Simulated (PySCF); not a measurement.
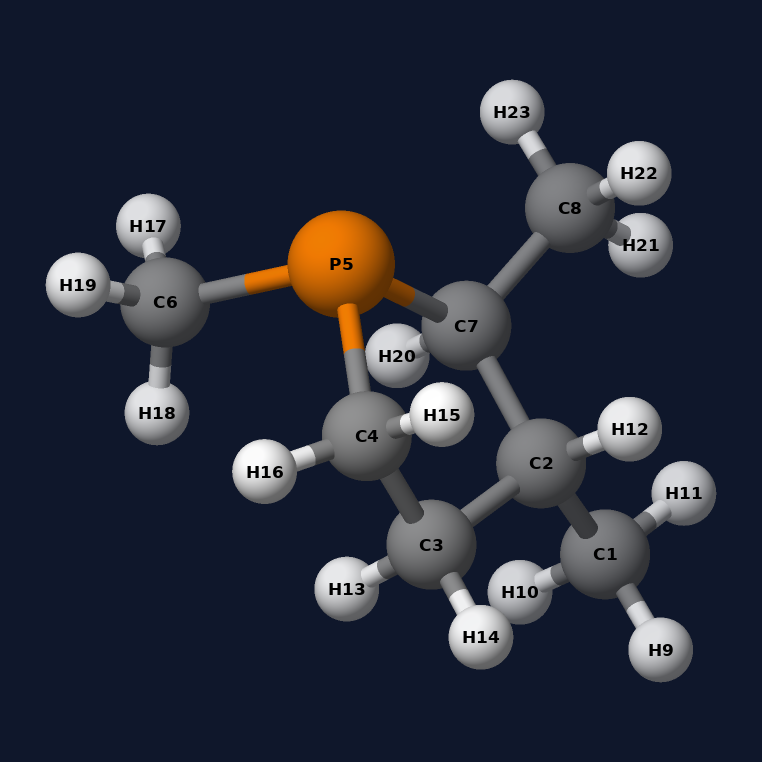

The computed structure is the end point of a PBE0-D3(BJ)/def2-SVP optimisation. No frequency run is at hand to confirm it as a minimum. Method: GIAO PBE0/pcSseg-1 NMR shielding, non-relativistic, gas phase (PySCF 2.14.0), and the same with a continuum solvent (IEF-PCM, Bondi radii x 1.2, gas-phase geometry).

How do dipole (D), HOMO–LUMO gap (eV), σ(P5) (ppm), σ(H20) (ppm), σ(H18) (ppm) change in dichloromethane (ε = 8.9), methanol (ε = 32.6)?

```tsv
medium	dipole (D)	HOMO–LUMO gap (eV)	σ(P5) (ppm)	σ(H20) (ppm)	σ(H18) (ppm)
gas phase	1.44	7.49	337.9	30.58	30.16
dichloromethane	2.00	7.64	340.3	30.40	30.02
methanol	2.12	7.66	340.7	30.36	29.98
```
